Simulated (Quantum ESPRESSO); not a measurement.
Cost against accuracy: ecutwfc for Ba4TiN4 (P-1, 18 atoms in the cell)

Cell: a = 6.8161 Å, b = 6.9107 Å, c = 9.6890 Å, α = 72.38°, β = 80.35°, γ = 66.14°.

Computed with LDA (PW92), PseudoDojo standard norm-conserving (LDA) pseudopotentials (plane waves; Quantum ESPRESSO).

Base settings: ecutwfc = 85 Ry; occupations = smearing; smearing = gauss; degauss = 0.000734986 Ry; potentials = {Ba: Ba.upf, Ti: Ti.upf, N: N.upf}; K_POINTS = automatic 3 3 2 0 0 0; conv_thr = 1e-09 Ry.

Misses are taken against the tightest run, 85 Ry, which need not be fully converged itself. The energy is the free energy per atom.

The count of work is k-points × plane waves × bands × iterations; it is no time, and leaves out set-up, grids and terms that scale otherwise. Core times come from one kind of shared machine and are given to one figure; runs under 30 s give none.

The starting cell comes from a database of computed structures (which also holds hypothetical and non-ambient phases and stackings), without a prior relaxation at this level. In the base run, with a pressure of about -7 GPa the cell is away from its equilibrium volume at this level.

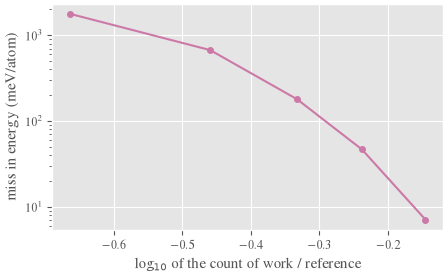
*Miss against the count of work; the reference run is not drawn, and misses under 0.1 meV/atom are drawn there.*

```tsv
ecutwfc	energy less reference (meV/atom)	pressure less reference (GPa)	largest difference in the force on any atom (eV/Å)	count of work / reference	core time / reference (rough)
34 Ry	1775.08	-34.15	0.549	0.22	0.2
42 Ry	670.79	-17.75	0.092	0.35	0.3
51 Ry	179.14	-6.95	0.044	0.47	0.4
59 Ry	46.51	-2.50	0.044	0.58	0.5
68 Ry	7.08	-0.57	0.002	0.72	0.6
85 Ry	0.00	0.00	0.000	1.0	1
```

The last two settings still differ by 7.1 meV/atom, so the table cannot show that the reference is converged.

Coarsest setting among those run that, with all tighter ones, holds the energy within 20 meV/atom of the reference: 68 Ry, off by 7.1 meV/atom; its saving against the reference is no more than about a factor of 2 in the count of work.

The step from 34 Ry to 68 Ry: it takes the miss in the energy from 1800 to 7.1 meV/atom, for 3.3 times the count of work and roughly 4 times the time.
